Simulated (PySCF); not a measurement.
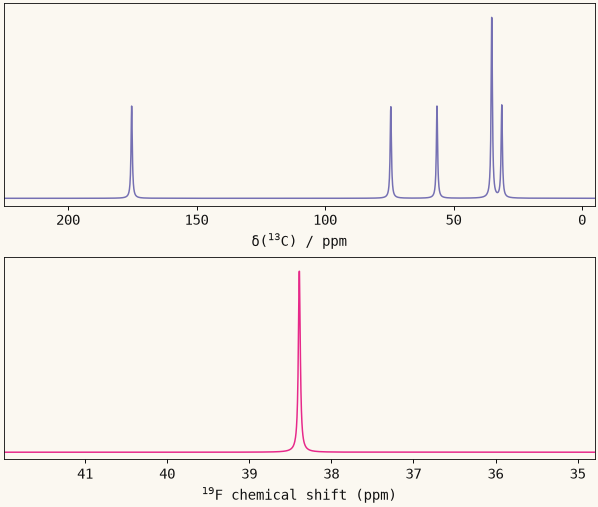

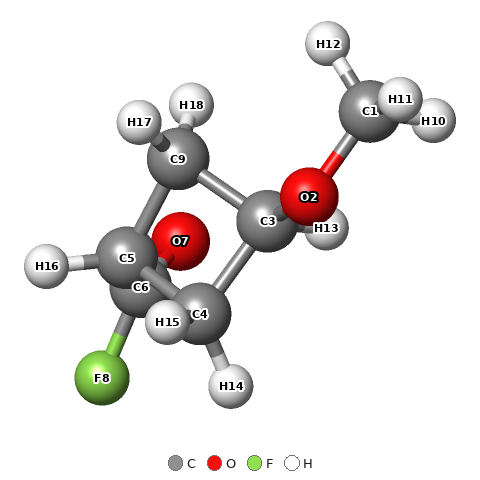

Spectrum and numbered structure of C₆H₉FO₂, SMILES CO[C@H]1C[C@H](C(=O)F)C1. GIAO shifts, B3LYP/pcSseg-1 with PySCF 2.14.0, at a PBE0-D3(BJ)/def2-SVP geometry (no frequency check), against TMS for ¹³C and CFCl₃ for ¹⁹F computed at the same level (¹⁹F: this reference is a hard case for the method, so all values can be off together by tens of ppm, and differences between signals are safer). Gas phase, fully decoupled, line heights follow the number of nuclei, widths are arbitrary (no quadrupolar broadening); values of one conformer, averaged over nuclei that symmetry, rotation about single bonds or ring flips exchange, these motions taken as fast; other conformers aren't averaged in.

Question: Which atoms give which ¹³C line?

Answer:
```
δ (ppm)  nuclei   atoms
  175.2       1      C6
   74.4       1      C3
   56.4       1      C1
   35.1       2  C4, C9
   31.2       1      C5
```

Question: Where does the ¹⁹F line lie?

Answer: At 38.4 ppm (F8).
